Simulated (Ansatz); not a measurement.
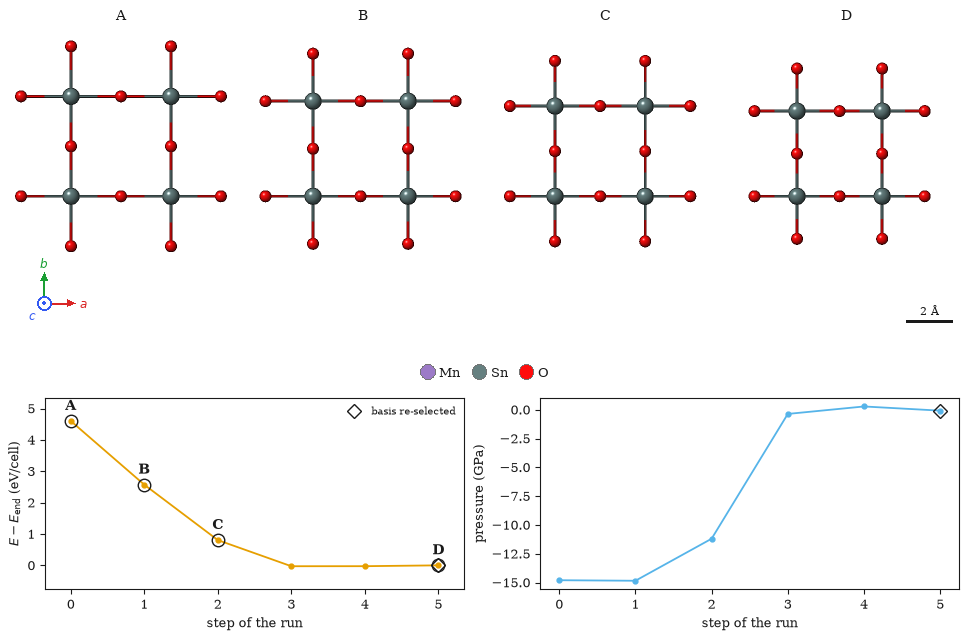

Frames of a relaxation of solid MnSnO₄ (a generated structure, set up in P4/mmm) (coarse preliminary run), marked on the history of the run. A ball-and-stick model of the cell of the calculation, seen along the c axis.

Computed with DFT PBE+D3(BJ), scalar-relativistic, plane waves, PAW (Ansatz).

Input file:
```yaml
crystal:
  lattice:
    - [4.43211081, 0.0, 0.0]
    - [0.0, 4.43211081, 0.0]
    - [0.0, 0.0, 7.56]
  atoms:
    - { symbol: Mn, position: [0.0, 0.0, 0.5], spin: 4.0 }
    - { symbol: Sn, position: [0.0, 0.0, 0.0] }
    - { symbol: O, position: [0.0, 0.5, 0.0] }
    - { symbol: O, position: [0.5, 0.0, 0.0] }
    - { symbol: O, position: [0.0, 0.5, 0.5] }
    - { symbol: O, position: [0.5, 0.0, 0.5] }
basis:
  ecutwfc: 420
kpoints:
  mp_grid: { grid: [4, 4, 2] }
hamiltonian:
  xc: pbe
  dispersion: d3bj
scf:
  occupations: { method: gaussian, width: 0.1 }
  lower_state_search: "off"
output:
  forces: true
  stress: true
  eigenvalues: true
  populations: true
magnetization:
  spin_polarized: true
relax:
  adjacent_minimum: "off"
  f_tol: 0.04
  max_steps: 70
  cell: { stress_tol: 0.4 }
```

Run as
```bash
ansatz run input.yaml --threads 1 --pin off --max-ram 2560MiB --backend cpu --events-out ev --progress --plain --runs-dir out
```

> What happens along the run?

The energy falls by 4.603 eV per cell of the calculation in 4 accepted moves (5 points after the start). All forces vanish by symmetry, so only the cell relaxes. The pressure goes from −14.80 to −0.08 GPa. The SCF was repeated once at an unchanged geometry on a basis and grid sized afresh for the cell, which shifted the energy by 26.7 meV per cell of the calculation at most. The atoms keep their places relative to the cell (all moves are under 0.005 Å). Cell: a = b 4.432 → 3.775 Å (−14.8 %), c 7.560 → 7.736 Å (+2.3 %). Volume −25.7 %. Among the contacts that change: Sn2–O3 2.216 → 1.888 Å, Mn1–O5 2.216 → 1.888 Å. The space group stays P4/mmm (No. 123). The run may lie on a higher electronic state than the lowest, so the end point isn't shown to be the ground-state structure. Cost: 4.4 min on 1 thread of Intel(R) Xeon(R) Processor @ 2.50GHz (Skylake/Cascade Lake), on a shared host, peak memory 0.64 GiB. From step 0 to 1: volume −9.3 %, energy −2.031 eV per cell of the calculation. From step 1 to 2: volume −9.8 %, energy −1.767 eV per cell of the calculation. From step 2 to 5: volume −9.2 %, energy −0.805 eV per cell of the calculation.

```tsv
step	E − E(0), meV/atom	pressure, GPa	volume, Å³/atom	note
0	0.00	-14.80	24.751	
1	-338.54	-14.85	22.441	
2	-632.96	-11.20	20.235	
3	-771.79	-0.36	18.162	
4	-771.55	0.28	18.379	
5	-767.09	-0.08	18.379	same geometry, new basis
```

Limits of the set-up: the k-point mesh is coarse for a cell with partly filled bands.
